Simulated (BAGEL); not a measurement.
**CH5NSi (SMILES C[Si]N), step by step**

We compute a single-point energy (HF/6-31G*), then a single-point energy (NEVPT2(2,2)/6-31G*), then the energy (CASPT2(2,2)/6-31G*) of CH5NSi. 

The calculation is run with BAGEL 1.2.2.

1 further run of the same task is left out (set aside as unsound or not needed).

### 1 Starting point

CH5NSi has 8 atoms, charge 0, and is taken as a singlet. As SMILES, `C[Si]N`. The C1–H5 distance was set to 1.477 Å, away from the relaxed value.

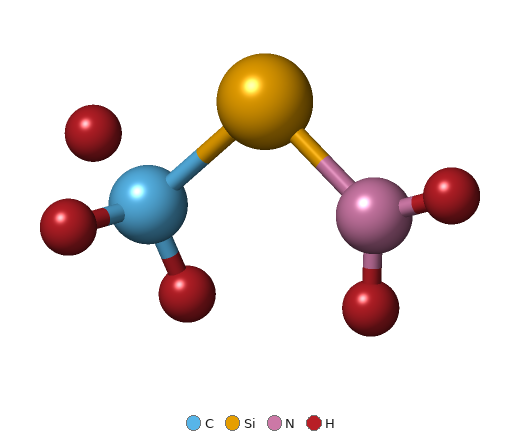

Viewed from a chosen angle; carbon blue, silicon amber, nitrogen pink, hydrogen red.

### 2 A single-point energy at HF/6-31G(d) (density fitting with svp-jkfit, spherical functions) (run 1)

Contents of input.json:

```json
{ "bagel": [

{
  "title": "molecule",
  "basis": "6-31gs.json",
  "df_basis": "svp-jkfit",
  "angstrom": "true",
  "geometry": [
    { "atom": "C", "xyz": [   -0.694126,    0.559147,   -0.278392 ] },
    { "atom": "Si", "xyz": [    0.929674,    0.388247,    0.701408 ] },
    { "atom": "N", "xyz": [    0.898074,   -1.299953,    0.964408 ] },
    { "atom": "H", "xyz": [   -1.060526,   -0.367353,   -0.730592 ] },
    { "atom": "H", "xyz": [   -0.562500,    1.583400,   -1.334100 ] },
    { "atom": "H", "xyz": [   -1.465526,    0.929447,    0.409608 ] },
    { "atom": "H", "xyz": [    1.617074,   -1.767453,    1.493808 ] },
    { "atom": "H", "xyz": [    0.191074,   -1.941253,    0.634008 ] }
  ]
},
{
  "title": "hf"
},
{
  "title": "print",
  "file": "orbitals.molden",
  "orbitals": "true"
}

]}
```

The basis set 6-31G* is read from a file made from the Basis Set Exchange's data (not shown).

Command:

```sh
$ BAGEL_NUM_THREADS=1 BAGEL input.json > input.out
```

Standard output:

```text
* using 1 threads per process

  ===============================================================
  ===============================================================

  *** Geometry ***

  { "atom" : "C", "xyz" : [     -1.311708,      1.056635,     -0.526085 ] },
  { "atom" : "Si", "xyz" : [      1.756829,      0.733680,      1.325469 ] },
  { "atom" : "N", "xyz" : [      1.697114,     -2.456555,      1.822467 ] },
  { "atom" : "H", "xyz" : [     -2.004104,     -0.694197,     -1.380619 ] },
  { "atom" : "H", "xyz" : [     -1.062971,      2.992192,     -2.521084 ] },
  { "atom" : "H", "xyz" : [     -2.769443,      1.756400,      0.774047 ] },
  { "atom" : "H", "xyz" : [      3.055827,     -3.340002,      2.822888 ] },
  { "atom" : "H", "xyz" : [      0.361078,     -3.668437,      1.198101 ] },

  Number of auxiliary basis functions:      370

  Since a DF basis is specified, we compute 2- and 3-index integrals:
    o Being stored without compression. Storage requirement is 0.009 GB

  Number of basis functions:       56
  Number of electrons      :       32

    * METHOD: MOLECULE                             0.11

  *** RHF ***

  === Nuclear Repulsion ===
    99.1194958261

      * DIIS with orbital gradients will be used.

  === RHF iteration (6-31gs.json) ===
      0       -383.89450434          0.02606731           0.02
      1       -384.01816832          0.01612953           0.02
      2       -384.07824853          0.00199950           0.02
      3       -384.07994465          0.00060056           0.02
      4       -384.08006944          0.00011898           0.02
      5       -384.08007967          0.00002585           0.02
      6       -384.08008022          0.00000628           0.02
      7       -384.08008025          0.00000230           0.02
      8       -384.08008026          0.00000059           0.02
      9       -384.08008026          0.00000020           0.02
     10       -384.08008026          0.00000008           0.02
     11       -384.08008026          0.00000003           0.02
     12       -384.08008026          0.00000001           0.02
     13       -384.08008026          0.00000000           0.02
    * SCF iteration converged.

    * Permanent dipole moment:
           (    0.340320,     0.884181,    -0.049443) a.u.

    * METHOD: HF                                   0.40

    * METHOD: PRINT                                0.01

  ===============================================================
```

Wall time 0.68 s (1 thread of Arm Neoverse V2, shared host); peak memory 0.14 GiB.

### 3 The energy at NEVPT2(2,2)/6-31G(d) (density fitting with svp-jkfit, spherical functions) (run 2)

Contents of input.json:

```json
{ "bagel" : [

{
  "title" : "molecule",
  "basis" : "6-31gs.json",
  "df_basis" : "svp-jkfit",
  "angstrom" : "true",
  "geometry" : [
    { "atom" : "C", "xyz" : [      -0.694126,       0.559147,      -0.278392 ] },
    { "atom" : "Si", "xyz" : [       0.929674,       0.388247,       0.701408 ] },
    { "atom" : "N", "xyz" : [       0.898074,      -1.299953,       0.964408 ] },
    { "atom" : "H", "xyz" : [      -1.060526,      -0.367353,      -0.730592 ] },
    { "atom" : "H", "xyz" : [      -0.562500,       1.583400,      -1.334100 ] },
    { "atom" : "H", "xyz" : [      -1.465526,       0.929447,       0.409608 ] },
    { "atom" : "H", "xyz" : [       1.617074,      -1.767453,       1.493808 ] },
    { "atom" : "H", "xyz" : [       0.191074,      -1.941253,       0.634008 ] }
  ]
},

{ "title" : "hf" },

{ "title" : "nevpt2", "nstate" : 1, "nact" : 2, "nclosed" : 15, "active" : [14, 19], "maxiter" : 200, "natocc" : "true", "ncore" : 7 },

{ "title" : "print", "file" : "orbitals.molden", "orbitals" : "true" }

]}
```

The basis set 6-31G* is read from a file made from the Basis Set Exchange's data (not shown).

Command:

```sh
$ BAGEL_NUM_THREADS=1 BAGEL input.json > input.out
```

Standard output:

```text
* using 1 threads per process

  ===============================================================
  ===============================================================

  *** Geometry ***

  { "atom" : "C", "xyz" : [     -1.311708,      1.056635,     -0.526085 ] },
  { "atom" : "Si", "xyz" : [      1.756829,      0.733680,      1.325469 ] },
  { "atom" : "N", "xyz" : [      1.697114,     -2.456555,      1.822467 ] },
[... 4 lines of this table left out ...]
  { "atom" : "H", "xyz" : [      0.361078,     -3.668437,      1.198101 ] },

  Number of auxiliary basis functions:      370

  Since a DF basis is specified, we compute 2- and 3-index integrals:
    o Being stored without compression. Storage requirement is 0.009 GB

  Number of basis functions:       56
  Number of electrons      :       32

    * METHOD: MOLECULE                             0.11

  *** RHF ***

  === Nuclear Repulsion ===
    99.1194958261

      * DIIS with orbital gradients will be used.

  === RHF iteration (6-31gs.json) ===
      0       -383.89450434          0.02606731           0.02
      1       -384.01816832          0.01612953           0.02
      2       -384.07824853          0.00199950           0.02
[... 10 lines of this table left out ...]
     13       -384.08008026          0.00000000           0.02
    * SCF iteration converged.

    * Permanent dipole moment:
           (    0.340320,     0.884181,    -0.049443) a.u.

    * METHOD: HF                                   0.39

    * freezing 7 orbitals
  ---------------------------
      CASSCF calculation
  ---------------------------

    ==== Active orbitals : =====
         Orbital 14
         Orbital 19
    ============================

    * nstate   :      1
    * nclosed  :     15
    * nact     :      2
    * nvirt    :     39
  === CASSCF iteration (6-31gs.json) ===

    * Using the second-order algorithm

      0  0      -384.08153089     4.14e-04      0.01

      1  0      -384.10437496     2.47e-03      0.11
[... 17 lines of this table left out ...]
     10  0      -384.10740361     3.68e-09      0.09

    * Second-order optimization converged. *

     guess   0:   closed 1.                   open ..

  === FCI iteration ===

      0  0      -384.07940473     8.18e-02      0.00
      1  0      -384.10740277     3.66e-04      0.00
      2  0 *    -384.10740361     4.53e-16      0.00

     * ci vector, state   0, <S^2> = 0.0000
       2.     0.9856547305
       .2    -0.1687742642

  === DF-NEVPT2 calculation ===

    * 3-index integral transformation done
    * assembly done

      NEVPT2 correlation energy:   -0.3502992169      0.04

          (+0)     -0.3041326127
          (+0)'    -0.0150240974
          (+1)     -0.0051143204
          (+1)'    -0.0000000000
          (+2)     -0.0003450851
          (-1)     -0.0224330842
          (-1)'     0.0000000000
          (-2)     -0.0032500173

      NEVPT2 total energy:       -384.4577028282

    * METHOD: NEVPT2                               1.34

    * METHOD: PRINT                                0.01

  ===============================================================
```

It took 2 s on 1 thread of Arm Neoverse V2, shared host; peak memory 0.14 GiB.

### 4 A single-point energy at CASPT2(2,2)/6-31G(d) (density fitting with svp-jkfit, spherical functions) (run 3)

Contents of calc.json:

```json
{ "bagel" : [

{
  "title" : "molecule",
  "basis" : "6-31gs.json",
  "df_basis" : "svp-jkfit",
  "angstrom" : true,
  "geometry" : [
    { "atom" : "C", "xyz" : [   -0.694126,    0.559147,   -0.278392 ] },
    { "atom" : "Si", "xyz" : [    0.929674,    0.388247,    0.701408 ] },
    { "atom" : "N", "xyz" : [    0.898074,   -1.299953,    0.964408 ] },
    { "atom" : "H", "xyz" : [   -1.060526,   -0.367353,   -0.730592 ] },
    { "atom" : "H", "xyz" : [   -0.562500,    1.583400,   -1.334100 ] },
    { "atom" : "H", "xyz" : [   -1.465526,    0.929447,    0.409608 ] },
    { "atom" : "H", "xyz" : [    1.617074,   -1.767453,    1.493808 ] },
    { "atom" : "H", "xyz" : [    0.191074,   -1.941253,    0.634008 ] }
  ]
},
{
  "title" : "hf"
},
{
  "title" : "casscf",
  "nstate" : 1,
  "nact" : 2,
  "nclosed" : 15,
  "active" : [14, 19],
  "maxiter" : 200,
  "natocc" : true
},
{
  "title" : "print",
  "file" : "orbitals.molden",
  "orbitals" : true
},
{
  "title" : "smith",
  "method" : "caspt2",
  "ms" : true,
  "xms" : true,
  "sssr" : true,
  "shift" : 0.2,
  "shift_imag" : true,
  "ncore" : 7
}

]}
```

The basis set 6-31G* is read from a file made from the Basis Set Exchange's data (not shown).

Command:

```sh
$ BAGEL_NUM_THREADS=1 BAGEL calc.json > calc.out
```

Standard output:

```text
* using 1 threads per process

  ===============================================================
  ===============================================================

  *** Geometry ***

  { "atom" : "C", "xyz" : [     -1.311708,      1.056635,     -0.526085 ] },
  { "atom" : "Si", "xyz" : [      1.756829,      0.733680,      1.325469 ] },
  { "atom" : "N", "xyz" : [      1.697114,     -2.456555,      1.822467 ] },
[... 4 lines of this table left out ...]
  { "atom" : "H", "xyz" : [      0.361078,     -3.668437,      1.198101 ] },

  Number of auxiliary basis functions:      370

  Since a DF basis is specified, we compute 2- and 3-index integrals:
    o Being stored without compression. Storage requirement is 0.009 GB

  Number of basis functions:       56
  Number of electrons      :       32

    * METHOD: MOLECULE                             0.12

  *** RHF ***

  === Nuclear Repulsion ===
    99.1194958261

      * DIIS with orbital gradients will be used.

[... 6 lines left out ...]
    * SCF iteration converged.
[... 1 line left out ...]
    * Permanent dipole moment:
[... 27 lines left out ...]
    * Second-order optimization converged. *
[... 9 lines left out ...]
     * ci vector, state   0, <S^2> = 0.0000
[... 16 lines left out ...]
    * Zeroth order energy : state  0       -0.8834231200
[... 3 lines left out ...]
      -------------------------------------------  CASPT2 iteration  ---------------------------------------------------
       #      aibj      arbs      arbi      airj      risj      airs      arst      rist         Etot      error   time
      ------------------------------------------------------------------------------------------------------------------

       0  -0.30276  -0.00392  -0.02297  -0.00549  -0.00048  -0.01329  -0.00000  -0.00000   -0.3489112  0.0017907   0.02
       1  -0.30288  -0.00395  -0.02304  -0.00559  -0.00052  -0.01361  -0.00000  -0.00000   -0.3495924  0.0003224   0.02
       2  -0.30289  -0.00395  -0.02303  -0.00559  -0.00052  -0.01362  -0.00000  -0.00000   -0.3496192  0.0000641   0.02
       3  -0.30289  -0.00395  -0.02304  -0.00559  -0.00052  -0.01363  -0.00000  -0.00000   -0.3496200  0.0000130   0.02
       4  -0.30289  -0.00395  -0.02304  -0.00559  -0.00052  -0.01363   0.00000  -0.00000   -0.3496200  0.0000024   0.02
       5  -0.30289  -0.00395  -0.02304  -0.00559  -0.00052  -0.01363  -0.00000  -0.00000   -0.3496200  0.0000005   0.02

      ------------------------------------------------------------------------------------------------------------------

    * CASPT2 energy : state  0     -384.4593502361
        w/o shift correction       -384.4570236396
        reference weight              0.8853518929

    * METHOD: SMITH                                0.18

  ===============================================================
```

It took 2.2 s on 1 thread of Arm Neoverse V2, shared host; peak memory 0.14 GiB.

### 5 What came out

| quantity | value |
| --- | --- |
| run 1, HF/6-31G*: total energy | -384.08008 Eh |
| run 1, HF/6-31G*: dipole moment | 2.41 D |
| run 1, HF/6-31G*: HOMO energy | -8.44 eV |
| run 1, HF/6-31G*: LUMO energy | 2.22 eV |
| run 1, HF/6-31G*: HOMO–LUMO gap | 10.66 eV |
| run 2, NEVPT2(2,2)/6-31G*: total energy | -384.45770 Eh |
| run 3, CASPT2(2,2)/6-31G*: total energy | -384.45935 Eh |
